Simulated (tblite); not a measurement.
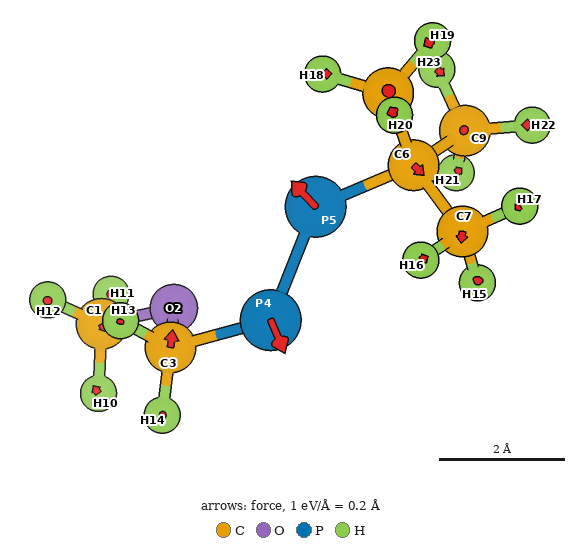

Starting geometry of C6H14OP2 with the computed forces as red arrows. Style: ball-and-stick. Shown from a free direction.

Method: GFN2-xTB geometry optimisation, gas phase (tblite). 

Question: What follows when this structure is relaxed?

Answer: It isn't relaxed: the largest force vector, on a P atom, is 3.78 eV/Å. The final displacements have little in common with the starting forces (cosine between the two patterns 0.18). The largest move after the best rigid fit is that of an H atom, 1.16 Å. Largest moves by element: H 1.16 Å, P 0.59 Å, O 0.47 Å, C 0.38 Å. Some distances before and after: O–P 3.298 → 2.613 Å, C–P 1.855 → 1.904 Å, P–P 1.984 → 2.028 Å, C–H 1.116 → 1.089 Å. Bond angles that change, for instance: P–P–C 124.5° → 100.8°, C–P–P 116.5° → 95.6°, O–C–H 105.7° → 111.2°. Groups turn about C–P by about 40°, C–C by about 40°, C–P by about 35°. Over 111 geometry steps the energy falls by 32.1 kcal/mol. Cost: 1.2 s on 1 thread of Arm Neoverse V1 (shared host).
